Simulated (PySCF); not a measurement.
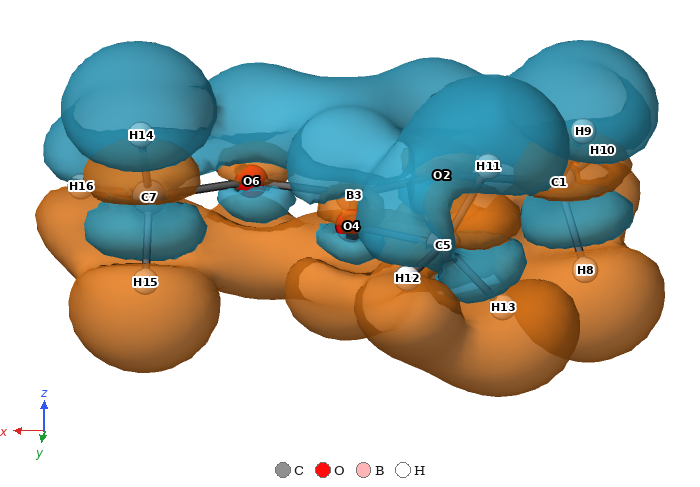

C3H9BO3, SMILES `COB(OC)OC`. Change of the electron density in a uniform field of 0.21 V/Å, surfaces at ±0.0008 e/Å³ (light blue: gain, orange: loss).

PySCF calculation, ωB97X/6-311+G**, gas phase; geometry: GFN2-xTB. No frequency check shows the geometry to be a minimum. The basis has diffuse s and p functions alone, which still leaves polarisabilities too small, most of all across bonds.

Geometry (Å), atoms numbered from 1:

```
C1      -2.2187   -0.9830   -0.0033
O2      -0.8299   -1.2030    0.0077
B3       0.1741   -0.2862    0.0003
O4       0.1354    1.0826   -0.0047
C5      -0.9834    1.9343    0.0022
O6       1.4098   -0.8596   -0.0032
C7       2.5842   -0.0785    0.0008
H8      -2.5475   -0.5670   -0.9603
H9      -2.5359   -0.3201    0.8057
H10     -2.6885   -1.9586    0.1350
H11     -1.5157    1.8804    0.9560
H12     -0.6039    2.9494   -0.1316
H13     -1.6758    1.7044   -0.8109
H14      2.6579    0.5059    0.9213
H15      2.5993    0.6096   -0.8477
H16      3.4242   -0.7697   -0.0660
```

> Along which Cartesian direction does the field point?

Along −z: electrons gather on the +z side, against the field.

> How large is the response?

The induced dipole is 0.49 D (along the field); α along this axis, from the fields in both directions, is 48 bohr³ (7.1 Å³).

> Which atoms gain and lose the most charge?

Electrons gather most on H14 (Hirshfeld charge changes by −0.006 e) and leave H8 most (+0.006 e); 0.058 electrons are displaced in all.
